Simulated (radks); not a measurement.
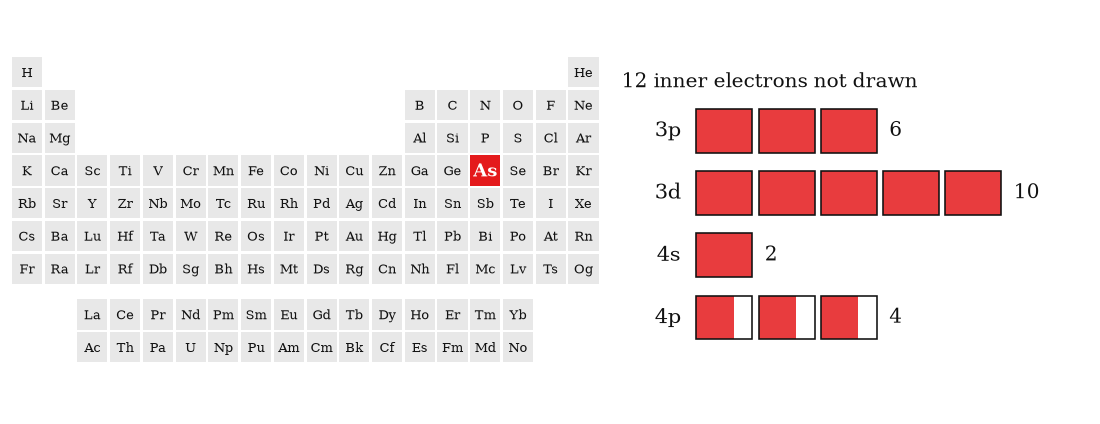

Left, the place of arsenic in the periodic table; right, the outer shells as the input fills them: a box for each of the 2l + 1 orbitals, shaded by the share of the shell that is filled, with the electron count at the right.

## Atomic calculation for As⁻

System: As⁻, configuration [Ar] 3d10 4s2 4p4.
Method: scalar-relativistic Kohn-Sham, PBE, spin-polarised, spherical densities, point nucleus (radks).

## Input file
```
Z 33
configuration [Ar] 3d10 4s2 4p4
relativity scalar-relativistic
functional pbe,pbe
spin polarised
nucleus point
c 137.035999084
```

Energies in input and log are in hartree, lengths in bohr.

Hardware: 1 CPU thread, shared host.

## The program's output
```
1s      1   1.0000        -430.43857629
2s      1   1.0000         -54.39130450
2p      1   3.0000         -47.66265942
3s      1   1.0000          -6.74892969
3p      1   3.0000          -4.66809167
3d      1   5.0000          -1.25036041
4s      1   1.0000          -0.32328329
4p      1   3.0000          -0.00043602
1s      2   1.0000        -430.43616565
2s      2   1.0000         -54.39028446
2p      2   3.0000         -47.66056141
3s      2   1.0000          -6.74586802
3p      2   3.0000          -4.66458237
3d      2   5.0000          -1.24480556
4s      2   1.0000          -0.27394811
4p      2   1.0000           0.00643220
Etot -2260.8424370119033
Ekin 2303.205249558471
Encl -5444.615483288659
Eh 964.0918715328203
Exc -83.52407481453596
err 0.3517400791744068
it 170
```

## What the run reported

| quantity | value |
| --- | --- |
| outcome | not converged |
| total energy | −2260.8424 hartree |
| kinetic energy | 2303.2052 hartree |
| electron–nucleus energy | −5444.6155 hartree |
| Hartree energy | 964.091872 hartree |
| exchange–correlation energy | −83.524075 hartree |
| SCF iterations | 170 |
| wall time | 3 s |

## What went wrong

The run did not meet its convergence test in 170 iterations, so its last values are not results.
